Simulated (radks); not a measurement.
# The Coulomb parameter U of the 4d shell of Zr²⁺

Aim: U as the second difference [E(n + 0.5) + E(n − 0.5) − 2E(n)]/0.5², with all orbitals relaxed. Bare: the atom's charge changes with n. Screened: the 5s shell takes up the change. The start is a model configuration, not necessarily the ground state.

Method: Dirac Kohn-Sham, PBE, spin-unpolarised, spherical densities, finite nucleus; open shells are shared between the two j in proportion to 2j + 1. Code: radks (a radial shooting solver on a logarithmic mesh, Libxc functionals) version 1.

## (1) The system

| Item | Value |
| --- | --- |
| element | zirconium (Z = 40) |
| charge | +2 |
| electrons | 38 |
| configuration | [Kr] 4d1 5s1 |
| nuclear rms radius | 4.2694 fm |

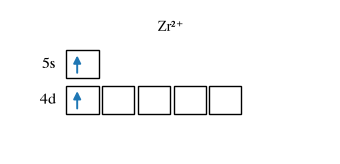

Occupation of the outer shells (arrows by Hund's rule).

## (2) Start: [Kr] 4d1 5s1

The run's settings:

```text
Z 40
configuration [Kr] 4d1 5s1
relativity Dirac
functional pbe,pbe
spin unpolarised
j_filling average
nucleus finite rms 4.2694 fm
c 137.035999084
```

## (3) Bare +0.5: [Kr] 4d1.5 5s1

Input: that of step 2 with these lines changed.

```diff
@@ -1,3 +1,3 @@
 Z 40
-configuration [Kr] 4d1 5s1
+configuration [Kr] 4d1.5 5s1
 relativity Dirac
```

## (4) Bare -0.5: [Kr] 4d0.5 5s1

Input: that of step 3 with these lines changed.

```diff
@@ -1,3 +1,3 @@
 Z 40
-configuration [Kr] 4d1.5 5s1
+configuration [Kr] 4d0.5 5s1
 relativity Dirac
```

## (5) Screened +0.5: [Kr] 4d1.5 5s0.5

Input: that of step 4 with these lines changed.

```diff
@@ -1,3 +1,3 @@
 Z 40
-configuration [Kr] 4d0.5 5s1
+configuration [Kr] 4d1.5 5s0.5
 relativity Dirac
```

## (6) Screened -0.5: [Kr] 4d0.5 5s1.5

Input: that of step 5 with these lines changed.

```diff
@@ -1,3 +1,3 @@
 Z 40
-configuration [Kr] 4d1.5 5s0.5
+configuration [Kr] 4d0.5 5s1.5
 relativity Dirac
```

Q: Predict the outcome of this session.

The runs gave:

```
         quantity  value (eV)
          U, bare      10.626
U, screened by 5s       1.118
```

**Reading.** Letting 5s compensate leaves 11 % of the bare value; this second difference measures U(4d,4d) + U(5s,5s) − 2U(4d,5s). A solid screens further than the bare atom, so the bare value is an upper guide for the U of a crystal.
